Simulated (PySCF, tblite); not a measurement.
# C₅H₁₁ClS₂Si: geometry, infrared bands and NMR shifts

What infrared bands and NMR shifts should C₅H₁₁ClS₂Si (`CC(=S)S[Si@@H](Cl)C(C)C`) show?

The runs use tblite 0.8.0 and PySCF 2.14.0, with density-fitted response routines of our own; the level of theory stands in each step. All values are computed, except where a source is named. Atoms are numbered from 0 throughout.

## 1. Starting geometry

20 atoms, charge 0, multiplicity 1; geometry from: force field or distance geometry start.

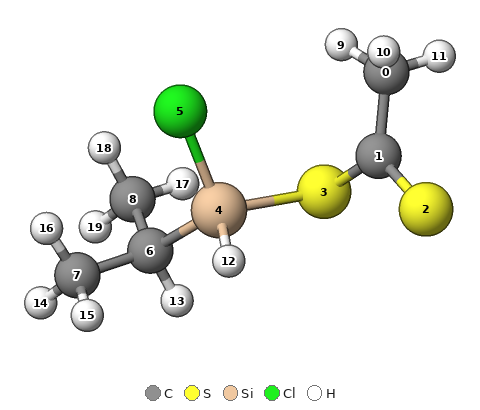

The starting geometry (carbon grey, sulfur yellow, silicon light orange, chlorine green, hydrogen white), atoms numbered.

## 2. Optimising the geometry with GFN2-xTB

The job: settings as JSON, then the geometry in Å.

```
{"job": {"kind": "relax", "xc": "GFN2-xTB", "basis": "xTB"}, "charge": 0, "multiplicity": 1}
C      3.779700     0.008800    -0.054100
C      2.823100    -0.883500    -0.820700
S      3.235100    -2.486400    -1.131200
S      1.374800    -0.116500    -1.440600
Si    -0.083800    -0.645600     0.056700
Cl     0.509000     0.105900     1.857100
C     -1.768900     0.084000    -0.431600
C     -2.903800    -0.405300     0.480800
C     -1.795400     1.611000    -0.494300
H      3.267700     0.916500     0.307200
H      4.182800    -0.511500     0.813900
H      4.591100     0.306500    -0.708700
H     -0.174500    -2.116600     0.187800
H     -1.975700    -0.293800    -1.441000
H     -3.879300    -0.030800     0.118100
H     -2.966000    -1.503500     0.505200
H     -2.782900    -0.062000     1.512600
H     -1.050600     1.997000    -1.191900
H     -1.613900     2.069800     0.491000
H     -2.773600     1.966600    -0.836200
```

The run is started by

```bash
$ OMP_NUM_THREADS=1 python probes_run.py task.json out
```

One launch serves the whole session: the jobs run in the order shown.

Standard output:

```text
step      E/eV     max force
  0    -792.52485    2.109
  1    -792.63774    0.646
  2    -792.65747    0.433
  3    -792.66397    0.263
  4    -792.67065    0.237
  5    -792.67473    0.224
  6    -792.67846    0.158
  7    -792.68069    0.146
  8    -792.68303    0.142
  9    -792.68566    0.158
 10    -792.68886    0.165
 11    -792.69220    0.161
 12    -792.69570    0.158
 13    -792.69987    0.197
 14    -792.70515    0.226
 15    -792.71108    0.228
 16    -792.71661    0.229
 17    -792.72050    0.167
 18    -792.72295    0.143
 19    -792.72506    0.119
 20    -792.72704    0.123
 21    -792.72885    0.122
 22    -792.73035    0.103
 23    -792.73157    0.099
 24    -792.73280    0.122
 25    -792.73429    0.144
 26    -792.73577    0.137
 27    -792.73692    0.112
 28    -792.73789    0.094
 29    -792.73899    0.108
 30    -792.74047    0.120
 31    -792.74236    0.152
 32    -792.74461    0.164
 33    -792.74741    0.163
 34    -792.75129    0.194
 35    -792.75625    0.225
 36    -792.75944    0.199
 37    -792.76424    0.174
 38    -792.76742    0.161
 39    -792.77692    0.264
 40    -792.78341    0.273
 41    -792.79388    0.329
 42    -792.79841    0.253
 43    -792.80676    0.200
 44    -792.81438    0.278
 45    -792.82116    0.283
 46    -792.83148    0.295
 47    -792.84203    0.253
 48    -792.84821    0.492
 49    -792.86181    0.251
 50    -792.87044    0.301
 51    -792.88497    0.247
 52    -792.89157    0.230
 53    -792.90276    0.194
 54    -792.90807    0.215
 55    -792.91189    0.154
 56    -792.91445    0.111
 57    -792.91630    0.113
 58    -792.91960    0.153
 59    -792.92236    0.165
 60    -792.92654    0.162
 61    -792.92988    0.134
 62    -792.93311    0.149
 63    -792.93639    0.164
 64    -792.94044    0.184
 65    -792.94422    0.150
 66    -792.94734    0.201
 67    -792.95008    0.137
 68    -792.95345    0.122
 69    -792.95738    0.152
 70    -792.96018    0.191
 71    -792.96287    0.168
 72    -792.96587    0.142
 73    -792.96871    0.100
 74    -792.97051    0.103
 75    -792.97167    0.081
 76    -792.97274    0.104
 77    -792.97394    0.081
 78    -792.97538    0.093
 79    -792.97644    0.076
 80    -792.97765    0.089
 81    -792.97877    0.091
 82    -792.97996    0.075
 83    -792.98100    0.068
 84    -792.98171    0.055
 85    -792.98211    0.044
 86    -792.98237    0.035
 87    -792.98266    0.045
 88    -792.98302    0.050
 89    -792.98337    0.041
 90    -792.98365    0.034
 91    -792.98389    0.039
 92    -792.98417    0.043
 93    -792.98451    0.050
 94    -792.98490    0.042
 95    -792.98532    0.047
 96    -792.98581    0.056
 97    -792.98642    0.060
 98    -792.98713    0.065
 99    -792.98781    0.058
100    -792.98833    0.046
101    -792.98869    0.046
102    -792.98899    0.036
103    -792.98930    0.034
104    -792.98963    0.045
105    -792.98998    0.042
106    -792.99034    0.042
107    -792.99076    0.043
108    -792.99130    0.050
109    -792.99198    0.060
110    -792.99292    0.062
111    -792.99408    0.072
112    -792.99530    0.072
113    -792.99633    0.066
114    -792.99692    0.086
115    -792.99762    0.060
116    -792.99810    0.055
117    -792.99868    0.055
118    -792.99904    0.050
119    -792.99956    0.055
120    -793.00001    0.050
121    -793.00045    0.040
122    -793.00082    0.042
123    -793.00105    0.034
124    -793.00130    0.041
125    -793.00150    0.033
126    -793.00196    0.043
127    -793.00222    0.052
128    -793.00284    0.059
129    -793.00339    0.060
130    -793.00402    0.064
131    -793.00470    0.060
132    -793.00546    0.053
133    -793.00622    0.046
134    -793.00678    0.052
135    -793.00731    0.047
136    -793.00787    0.047
137    -793.00855    0.053
138    -793.00927    0.061
139    -793.01006    0.065
140    -793.01083    0.061
141    -793.01151    0.053
142    -793.01193    0.047
143    -793.01226    0.043
144    -793.01245    0.027
145    -793.01262    0.030
146    -793.01269    0.019
147    -793.01278    0.014
148    -793.01281    0.012
149    -793.01285    0.011
150    -793.01287    0.010
151    -793.01289    0.009
```

It took 3.4 s on 1 thread of Arm Neoverse N1, shared host; peak memory 0.18 GiB.

Along the way: (not every step is listed)

```csv
step,energy from step 0 (eV),largest force (eV/Å)
0,0.0000,2.1094
1,-0.1129,0.6455
2,-0.1326,0.4332
3,-0.1391,0.2626
4,-0.1458,0.2374
5,-0.1499,0.2242
6,-0.1536,0.1577
7,-0.1558,0.1459
8,-0.1582,0.1425
21,-0.2040,0.1221
34,-0.2264,0.1941
47,-0.3172,0.2527
60,-0.4017,0.1624
73,-0.4439,0.1003
86,-0.4575,0.0350
99,-0.4630,0.0577
112,-0.4705,0.0717
125,-0.4766,0.0327
138,-0.4844,0.0610
146,-0.4878,0.0192
147,-0.4879,0.0137
148,-0.4880,0.0120
149,-0.4880,0.0112
150,-0.4880,0.0100
151,-0.4880,0.0091
```

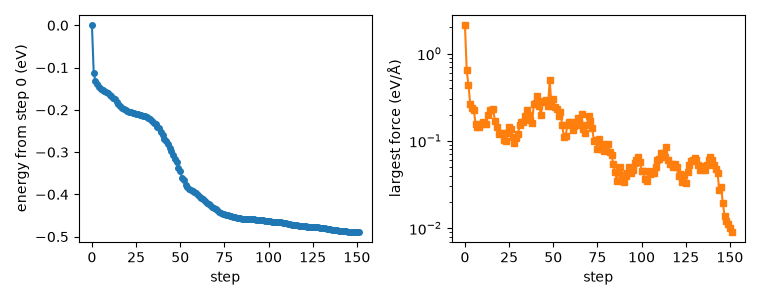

Energy and largest force along the relaxation.

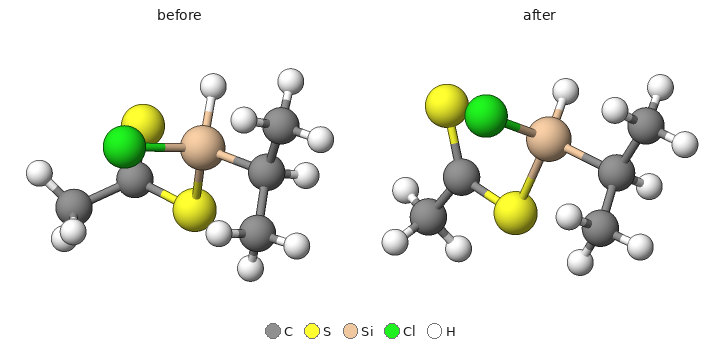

Before and after, at one scale.

Distances of close pairs at the start and the end, largest changes first:

```
   bond  before (Å)  after (Å)  change (Å)
  C1–S2       1.684      1.632      -0.052
 S3–Si4       2.156      2.204      +0.048
Si4–Cl5       2.039      2.002      -0.037
  C0–C1       1.516      1.488      -0.028
Si4–H12       1.480      1.453      -0.026
  C1–S3       1.752      1.732      -0.020
 C7–H14       1.106      1.088      -0.018
 C8–H18       1.102      1.088      -0.014
```

The next job starts from the end point, and lists it.

## 3. Vibrational analysis with GFN2-xTB

The job: settings as JSON, then the geometry in Å.

```
{"job": {"kind": "ir", "xc": "GFN2-xTB", "basis": "xTB"}, "charge": 0, "multiplicity": 1}
C      4.125118    -0.071026    -0.604982
C      2.805186    -0.567193    -0.128370
S      2.670149    -1.857428     0.862296
S      1.445557     0.347464    -0.690687
Si    -0.223652    -0.681308     0.315868
Cl    -0.161948    -0.302273     2.280659
C     -1.773888     0.108820    -0.468292
C     -3.031051    -0.537768     0.105821
C     -1.818671     1.624601    -0.268906
H      4.410959     0.805797    -0.021304
H      4.884430    -0.838143    -0.473627
H      4.068773     0.232185    -1.648935
H     -0.098772    -2.088526    -0.024678
H     -1.759268    -0.084320    -1.545561
H     -3.921071    -0.099344    -0.341172
H     -3.042158    -1.607335    -0.087633
H     -3.082282    -0.385625     1.181248
H     -0.936039     2.098113    -0.693847
H     -1.869333     1.871460     0.789272
H     -2.697187     2.042527    -0.757174
```

Standard output:

```text
mode    cm-1     km/mol
  1      38.0      0.46
  2      48.9      1.62
  3      53.9      0.93
  4      64.7      0.12
  5      77.1      2.47
  6     106.0      0.39
  7     129.5      9.69
  8     150.8      8.11
  9     221.5      0.01
 10     238.8      0.38
 11     248.4      0.37
 12     309.0      6.20
 13     331.0      5.99
 14     348.9      3.95
 15     400.4      2.49
 16     410.6      3.01
 17     458.3     49.90
 18     525.3     67.33
 19     596.8    175.57
 20     617.7     28.47
 21     663.1     53.15
 22     696.5    184.30
 23     888.7     69.05
 24     946.5     17.69
 25     949.0      4.62
 26     985.8      7.92
 27     994.5      0.88
 28    1043.6     26.52
 29    1107.3     96.76
 30    1133.4      1.35
 31    1177.3      1.08
 32    1215.7     84.19
 33    1276.1      6.78
 34    1297.1      0.29
 35    1379.9     30.72
 36    1413.5      8.80
 37    1426.9      5.08
 38    1442.4      9.45
 39    1449.6      1.64
 40    1495.6      2.37
 41    1503.6      2.22
 42    1508.9      4.35
 43    1512.6      7.49
 44    2327.5    147.65
 45    2933.8     27.65
 46    2984.0      2.36
 47    3019.7     14.64
 48    3020.9      2.68
 49    3024.1     77.26
 50    3030.3     16.90
 51    3034.9      6.17
 52    3037.9     58.27
 53    3041.8      4.71
 54    3042.4     24.17
```

It took 2.2 s on 1 thread of Arm Neoverse N1, shared host; peak memory 0.18 GiB.

The strongest bands and the atoms that carry them (share of the mass-weighted mode):

```
cm⁻¹  km/mol                                atoms
 525    67.3                   Si4 53 %, Cl5 31 %
 597   175.6                             H12 89 %
 696   184.3          H12 49 %, Si4 24 %, C6 13 %
 889    69.0  C1 33 %, H11 18 %, C0 15 %, S2 14 %
1107    96.8           C1 39 %, H10 29 %, C0 21 %
1216    84.2                     C1 70 %, C0 13 %
2328   147.7                             H12 97 %
3024    77.3                   H14 68 %, H19 15 %
```

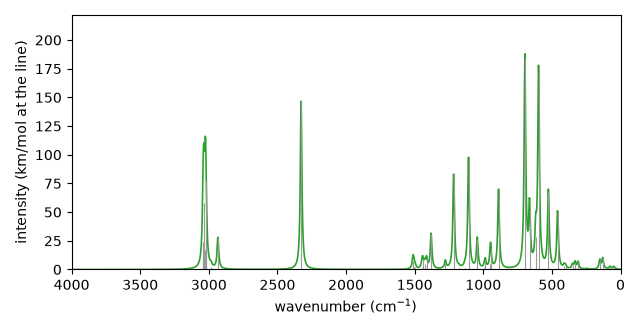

The infrared spectrum from these modes, unscaled. Lines are broadened to a width of 14 cm⁻¹ (Lorentzian).

## 4. Nuclear shieldings: PBE0/pcSseg-1

Settings changed since step 3:

```diff
@@ -1,2 +1,2 @@
-{"job": {"kind": "ir", "xc": "GFN2-xTB", "basis": "xTB"}, "charge": 0, "multiplicity": 1}
+{"job": {"kind": "nmr", "xc": "PBE0", "basis": "pcSseg-1"}, "charge": 0, "multiplicity": 1}
 C      4.125118    -0.071026    -0.604982
```

With the program's defaults for keys left out, this is: GIAO PBE0/pcSseg-1 NMR shielding, non-relativistic, gas phase.

Standard output:

```text
coarse grid: 18752 points
cycle   1  E = -1742.2871806827  dE =  9.682e-01  |g| = 5.282e-01  |ddm| = 4.185e+00
cycle   2  E = -1742.1951557973  dE =  9.202e-02  |g| = 8.027e-01  |ddm| = 1.446e+00
cycle   3  E = -1742.3559061287  dE = -1.608e-01  |g| = 1.916e-01  |ddm| = 1.072e+00
cycle   4  E = -1742.3657065406  dE = -9.800e-03  |g| = 4.933e-02  |ddm| = 2.821e-01
cycle   5  E = -1742.3663604531  dE = -6.539e-04  |g| = 1.161e-02  |ddm| = 7.126e-02
cycle   6  E = -1742.3663968429  dE = -3.639e-05  |g| = 2.651e-03  |ddm| = 1.951e-02
cycle   7  E = -1742.3663981250  dE = -1.282e-06  |g| = 1.158e-03  |ddm| = 4.019e-03
final grid: 162296 points
cycle   8  E = -1742.4237117172  dE = -3.805e-05  |g| = 1.141e-02  |ddm| = 3.117e-02
cycle   9  E = -1742.4236643327  dE =  4.738e-05  |g| = 1.737e-02  |ddm| = 2.780e-02
cycle  10  E = -1742.4237401935  dE = -7.586e-05  |g| = 3.620e-03  |ddm| = 2.047e-02
cycle  11  E = -1742.4237438151  dE = -3.622e-06  |g| = 4.425e-04  |ddm| = 4.677e-03
cycle  12  E = -1742.4237438605  dE = -4.537e-08  |g| = 1.253e-04  |ddm| = 6.051e-04
cycle  13  E = -1742.4237438643  dE = -3.808e-09  |g| = 3.391e-05  |ddm| = 1.747e-04
cycle  14  E = -1742.4237438646  dE = -3.051e-10  |g| = 1.100e-05  |ddm| = 5.943e-05
converged SCF energy = -1742.4237438646

GIAO shielding tensors (ppm)
atom      isotropic    diamagn.    paramagn.     s11        s22        s33       span
  0 C      142.534     245.706    -103.172    116.480    124.187    186.934     70.454
  1 C      -68.366     262.124    -330.490   -231.401   -102.624    128.928    360.329
  2 S     -342.387    1058.398   -1400.785  -1193.853   -308.560    475.250   1669.103
  3 S      235.463    1062.660    -827.196   -121.836    291.613    536.613    658.449
  4 Si     337.455     878.832    -541.377    307.585    345.119    359.662     52.077
  5 Cl     985.051    1149.990    -164.939    887.815   1011.268   1056.070    168.254
  6 C      163.801     252.768     -88.967    155.530    166.339    169.533     14.003
  7 C      168.898     246.005     -77.108    153.706    163.717    189.271     35.566
  8 C      166.354     248.875     -82.521    148.461    164.265    186.337     37.877
  9 H       28.552      27.110       1.442     25.561     27.229     32.865      7.303
 10 H       28.506      27.333       1.173     24.373     27.947     33.198      8.826
 11 H       28.473      28.325       0.148     24.260     28.547     32.612      8.353
 12 H       25.800      29.294      -3.493     21.813     24.734     30.855      9.042
 13 H       30.603      33.690      -3.087     26.730     28.769     36.311      9.581
 14 H       30.601      28.292       2.310     25.853     27.944     38.007     12.154
 15 H       30.552      28.898       1.655     25.555     28.232     37.870     12.316
 16 H       30.657      29.388       1.268     25.855     30.880     35.236      9.381
 17 H       30.640      32.169      -1.528     24.312     30.770     36.839     12.527
 18 H       30.560      31.404      -0.845     26.432     30.442     34.805      8.374
 19 H       30.628      30.162       0.466     25.875     27.836     38.174     12.299
```

It took 2.3 min on 1 thread of Arm Neoverse N1, shared host; peak memory 1.1 GiB.

The references, computed at this level on geometries of the same kind, shield at (ppm): ¹H TMS 31.72, ¹³C TMS 186.9, ²⁹Si TMS 349.2, ³³S CS2 504, ³⁵Cl HCl 950. Their shielding less the atom's gives the shift. The references are single molecules in the gas phase. Atoms listed in one row are averaged.

```csv
atoms,environment,σ (ppm),δ (ppm),δ scaled to CDCl3
C1,thiocarbonyl carbon,-68.4,255.3,238.4
C0,methyl carbon,142.5,44.4,41.4
C6,sp3 CH bonded to Si,163.8,23.1,20.7
C8,methyl carbon,166.4,20.6,18.2
C7,methyl carbon,168.9,18.0,15.7
H12,"hydrogen on a silicon bonded to C, Cl, S",25.80,5.92,–
"H9, H10, H11",hydrogen on a methyl carbon,28.51,3.21,3.13
H13,hydrogen on an sp3 CH bonded to Si,30.60,1.11,1.16
"H14, H15, H16",hydrogen on a methyl carbon,30.60,1.11,1.16
"H17, H18, H19",hydrogen on a methyl carbon,30.61,1.11,1.15
S2,thione sulfur,-342,846,–
S3,"sulfur bonded to C, Si",235,268,–
Si4,"silicon bonded to C, Cl, S, H",337.5,11.7,–
Cl5,chlorine bonded to Si,985,-35,–
```

The scaled column applies a straight-line fit of computed shieldings to shifts measured in CDCl3, with any fitted terms for Cl, Br or S neighbours (root-mean-square error 0.16 ppm for H, 1.9 ppm for C).

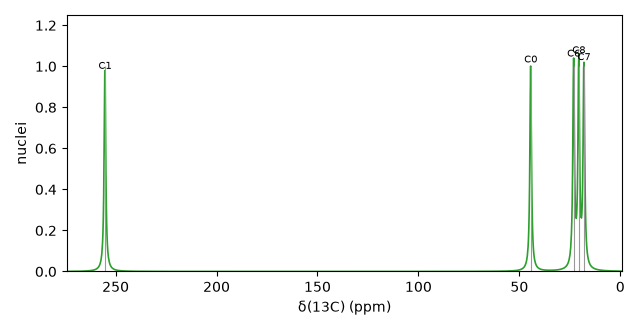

¹³C lines at the computed shifts, without couplings. Lines are broadened to a width of 0.95 ppm (Lorentzian).

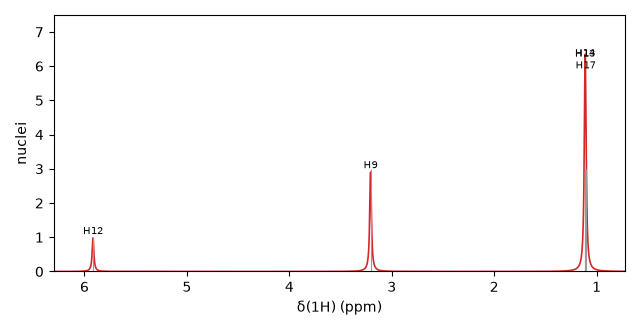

¹H lines at the computed shifts, without couplings. Lines are broadened to a width of 0.02 ppm (Lorentzian).

Charges from the same density, by scheme (e):

```csv
atoms,Mulliken,IAO,Hirshfeld,ESP fit
C0,-0.14,-0.43,-0.12,-0.51
C1,-0.45,-0.16,0.03,0.26
S2,-0.04,-0.11,-0.12,-0.21
S3,-0.13,-0.07,-0.03,-0.24
Si4,0.77,0.84,0.33,0.15
Cl5,-0.26,-0.28,-0.09,-0.09
C6,-0.62,-0.37,-0.11,0.30
C7,-0.24,-0.42,-0.12,-0.50
C8,-0.24,-0.42,-0.12,-0.44
```

IAO charges:

C0 -0.43; C1 -0.16; S2 -0.11; S3 -0.07; Si4 0.84; Cl5 -0.28; C6 -0.37; C7 -0.42; C8 -0.42; H9 0.18; H10 0.17; H11 0.16; H12 -0.10; H13 0.15; H14 0.14; H15 0.14; H16 0.14; H17 0.14; H18 0.14; H19 0.14

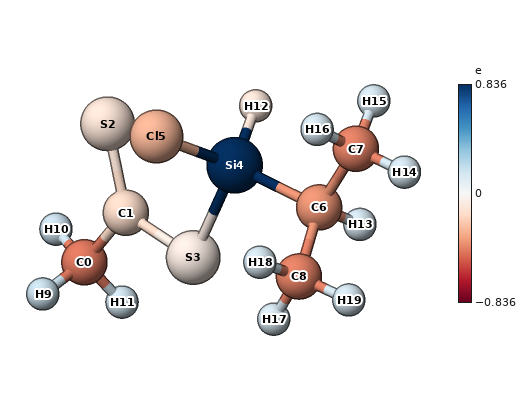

IAO charges, as colours on the atoms.

Mayer bond orders: C0–C1 0.99, C1–S2 1.76, C1–S3 1.13, S3–Si4 0.82, Si4–Cl5 1.03, Si4–C6 0.88, C6–C7 1.03, C6–C8 1.02.

The fields below are evaluated on a grid from the run's orbitals.

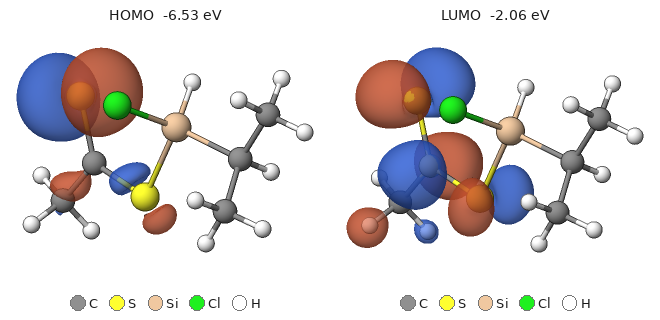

PBE0/pcSseg-1 orbitals near the gap, drawn at the value that encloses 70 % of each; the two colours are the two signs.

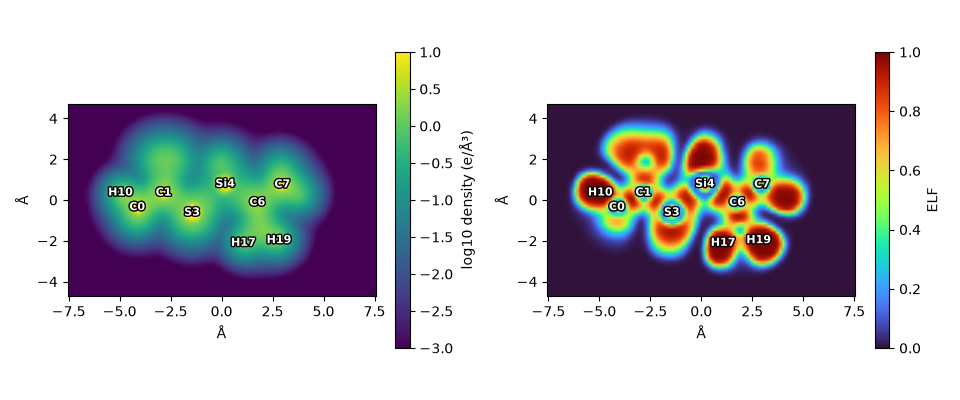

Density (left) and ELF (right) in a plane through or near 9 of the atoms.

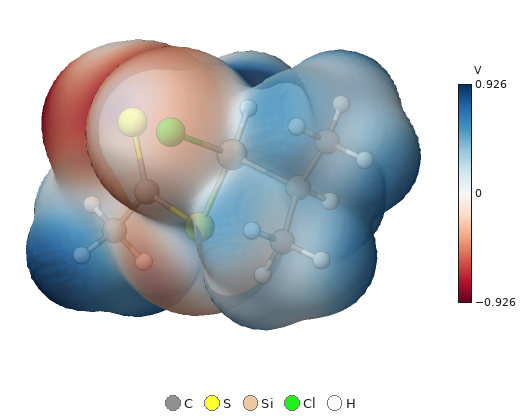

The potential that a unit positive charge feels on the 0.002 e/bohr³ surface, from -0.90 V near S2 to 0.93 V near H9.

## 5. Results

| quantity | value |
| --- | --- |
| strongest single infrared mode (GFN2-xTB) | 696 cm⁻¹, 184 km/mol |
| zero-point energy (GFN2-xTB) | 93.5 kcal/mol |
| ¹³C shifts against TMS (PBE0/pcSseg-1) | 255.3, 44.4, 23.1, 20.6, 18.0 ppm |
| ¹H shifts against TMS (PBE0/pcSseg-1, means over atoms taken as alike) | 5.92, 3.21, 1.11, 1.11, 1.11 ppm |
| ³³S shifts against CS2 (PBE0/pcSseg-1) | 846, 268 ppm |
| ²⁹Si shifts against TMS (PBE0/pcSseg-1) | 11.7 ppm |
| ³⁵Cl shifts against HCl (PBE0/pcSseg-1) | -35 ppm |
| surface potential, least and greatest | -0.90 V and 0.93 V |

Over 151 steps the energy fell by 0.488 eV; of the close pairs, C1–S2 changed most, 1.684 to 1.632 Å. All 54 modes are real, so the xTB geometry is a minimum. The strongest single mode, at 696 cm⁻¹, moves mainly H12 and Si4. GFN2-xTB is a fitted tight-binding method: band positions and strengths are rough. Its intensities can rank the bands wrongly. The most deshielded carbon is C1 (thiocarbonyl carbon), at 255.3 ppm: the small n→π* gap of C=S deshields it strongly. At PBE0/pcSseg-1: The widest tensor belongs to S2: span 1669 ppm, with a paramagnetic part of -1401 ppm. At PBE0/pcSseg-1, counted by nearest atom on the grid, the HOMO lies on S2 76 %; S3 7 %, the LUMO on C1 41 %; S2 34 %.
